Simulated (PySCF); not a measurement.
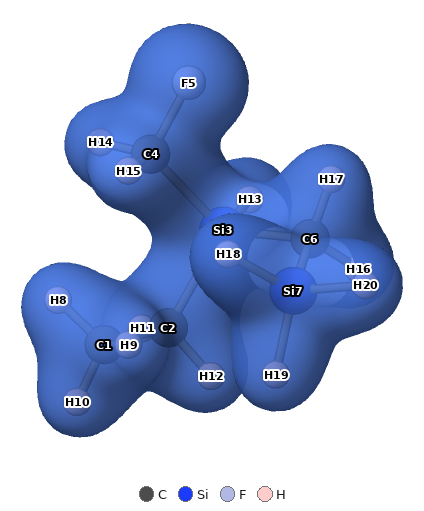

Figure. C4H13FSi2. Isosurface of the electron density at 0.2 e/Å³ (blue), seen at a tilt.

Geometry: GFN2-xTB.

Theory: PBE0/pcSseg-1, SCF density, gas phase, non-relativistic (PySCF 2.14.0).

Input

```
{"job": {"kind": "nmr", "xc": "PBE0", "basis": "pcSseg-1"}, "charge": 0, "multiplicity": 1}
C     -1.633565    -1.419482     0.303818
C     -1.265767    -0.723163    -1.003665
Si    -0.252561     0.880332    -0.787637
C     -0.810575     1.749955     0.833982
F     -0.106782     2.930516     0.992739
C      1.621909     0.579994    -0.672972
Si     2.236677    -0.767919     0.522326
H     -2.271338    -0.780874     0.910477
H     -0.743070    -1.661449     0.878954
H     -2.172381    -2.345132     0.107425
H     -2.183989    -0.502447    -1.549512
H     -0.702230    -1.417336    -1.627882
H     -0.555340     1.806221    -1.894430
H     -1.867421     2.027101     0.832775
H     -0.607356     1.155789     1.728046
H      1.995824     0.344675    -1.669748
H      2.091596     1.523052    -0.391170
H      1.740852    -0.523615     1.879377
H      1.778033    -2.083980     0.065735
H      3.702335    -0.761559     0.538328
```

Run with:

```sh
OMP_NUM_THREADS=1 python probes_run.py task.json out
```

Which contacts does the surface bridge?

Answer. At this value the surface is in one piece. It bridges the sampled C–F (1.38 Å), C–C (1.53 Å), C–Si (1.90 Å) and C–H (1.09 Å) contacts, where the density stays above the isovalue. On the grid the lowest density along these lines, outside the cores, is 1.6 e/Å³ (C–F, 1.38 Å), 1.6 e/Å³ (C–C, 1.53 Å), 0.75 e/Å³ (C–Si, 1.90 Å) and 1.9 e/Å³ (C–H, 1.09 Å).
